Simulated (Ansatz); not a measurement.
# Calculations on BH4SOCl

### Relaxation

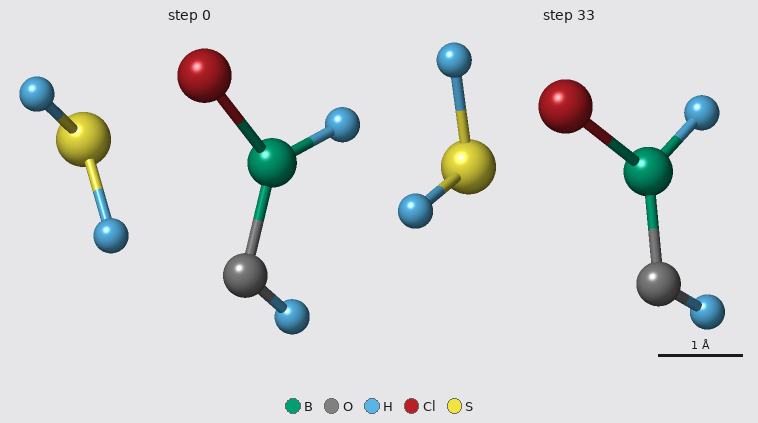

The structure of BH4SOCl before (left) and after (right) a relaxation, at one scale.

A ball-and-stick model, seen at a tilt.

The run prepares an end point of a later path (reaction) calculation, from a guessed geometry.

Method: Ansatz, RKS LDA/6-31G*. Settings: no spin polarisation; force threshold 0.03 eV/Å; at most 50 steps.

What changed between the two?

Answer. Over 27 accepted moves (33 points after the start) the energy falls by 0.053 eV. The largest force component goes from 0.93 to 0.013 eV/Å. The line search rejected the trial steps at points 6, 10, 18, 24, 26, 32 of the run. The forces were under the threshold at step 27, but the run went on from there. The atom that moves furthest after the best rigid fit is an H atom (1.05 Å). Largest moves by element: H 1.05 Å, Cl 0.43 Å, O 0.42 Å, S 0.35 Å, B 0.11 Å. Among the contacts that change: B–S 3.091 → 2.924 Å, B–O 1.380 → 1.347 Å, H–S 1.385 → 1.362 Å, B–Cl 1.757 → 1.772 Å.

Limits of the set-up: the start holds two separate molecules, 2.2 Å apart at their closest, whose relative position is a soft coordinate and is computed without a dispersion correction.

### Relaxation

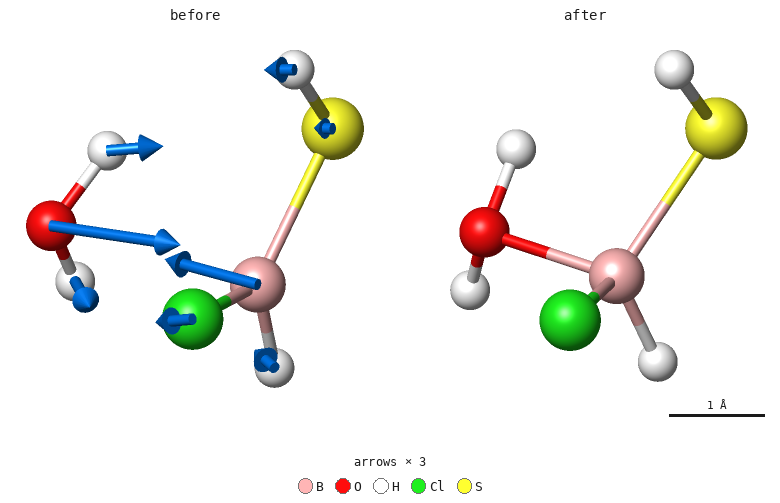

The structure of BH₄SOCl before (left) and after (right) a relaxation, at one scale. The blue arrows give the displacements, magnified 3 times.

The picture is a ball-and-stick view, seen from a free direction.

The run prepares an end point of a later path (reaction) calculation, from a guessed geometry.

All numbers below come from RKS LDA/6-31G* in Ansatz 0.2.0.

Input file:
```yaml
crystal:
  periodic: [false, false, false]
  atoms:
    - { symbol: B, position_ang: [0.235466, 0.603897, -0.178049] }
    - { symbol: O, position_ang: [-0.109092, -0.406161, 2.189139] }
    - { symbol: H, position_ang: [-1.062601, -0.53624, 2.010972] }
    - { symbol: Cl, position_ang: [1.629378, -0.319391, -0.678674] }
    - { symbol: H, position_ang: [-0.874152, 0.22882, -0.45458] }
    - { symbol: S, position_ang: [0.384848, 2.332783, 0.488074] }
    - { symbol: H, position_ang: [1.747845, 2.331123, 0.596138] }
    - { symbol: H, position_ang: [-0.046193, 0.572968, 2.35288] }
basis:
  gaussian: { orbitals: "6-31G*" }
hamiltonian:
  xc: lda
relax:
  f_tol: 0.03
  max_steps: 50
output:
  orbitals: {}
```

Run as
```bash
ansatz run input.yaml --threads 1 --pin off --max-ram 2048MiB --backend cpu --events-out ev --progress --plain --runs-dir out
```

Question: Describe what moved and what it gained.

Answer: Over 8 accepted moves (10 points after the start) the energy falls by 48.0 kJ/mol. Largest force component: 0.9 eV/Å at the start, 0.022 eV/Å at the end. The line search rejected the trial steps at points 4, 9 of the run. The atom that moves furthest after the best rigid fit is O2 (0.54 Å). Largest moves by element: O 0.54 Å, B 0.41 Å, H 0.28 Å, Cl 0.19 Å, S 0.08 Å. Some distances before and after: B1–O2 2.597 → 1.654 Å, B1–Cl4 1.745 → 1.799 Å, B1–S6 1.859 → 1.884 Å, O2–H8 0.995 → 1.003 Å. New bonds form, among them: B1–O2 (2.60 → 1.65 Å). Bond angles that change, for instance: H5–B1–S6 116.5° → 111.2°, H3–O2–H8 102.9° → 108.1°, Cl4–B1–H5 120.4° → 115.3°. The run took 22 s on 1 thread of Arm Neoverse V1, on a shared host, peak memory 0.14 GiB.

Limits of the set-up: the start holds two separate molecules, 2.5 Å apart at their closest, whose relative position is a soft coordinate and is computed without a dispersion correction.

### Path

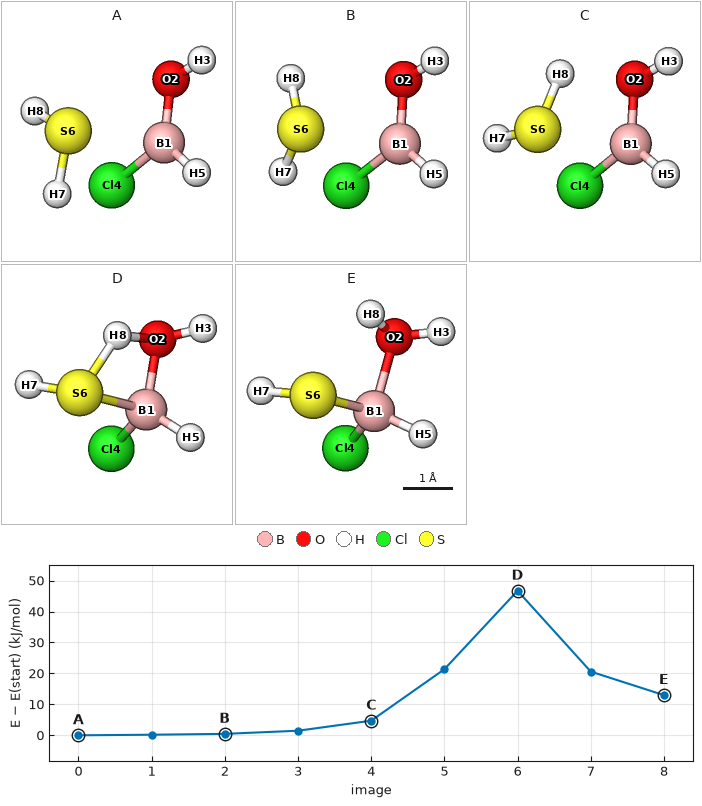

NEB run on BH$_{4}$SOCl, made up at the start of BH2OCl and H₂S. Images are numbered from 0 (start) to 8 (end). Frames A to E are images 0, 2, 4, 6, 8. The picture is a ball-and-stick view, seen at a tilt.

These are results of RKS LDA/6-31G* (Ansatz), not measurements. Run with 7 movable images; climbing image; force threshold 0.05 eV/Å; iteration limit 60; starting path through a guess of the saddle point.

What happens along the path, and what is the barrier?

Answer. Breaking: S6–H8 (1.36 → 1.55 at the top → 2.32 Å). Forming: B1–S6 (2.92 → 2.05 at the top → 1.88 Å), O2–H8 (3.18 → 1.38 at the top → 1.00 Å). Forward barrier 46.7 kJ/mol, backward barrier 33.7 kJ/mol, with image 6 at the top; the reaction energy is +13.0 kJ/mol. The band converged in 21 iterations, with a climbing image at the top.

Limits of the set-up: the start holds two separate molecules, 2.9 Å apart at their closest, whose relative position is a soft coordinate and is computed without a dispersion correction.

Cost: 3.6 min on 1 thread of Arm Neoverse V1, with other jobs on the host, peak memory 0.11 GiB.
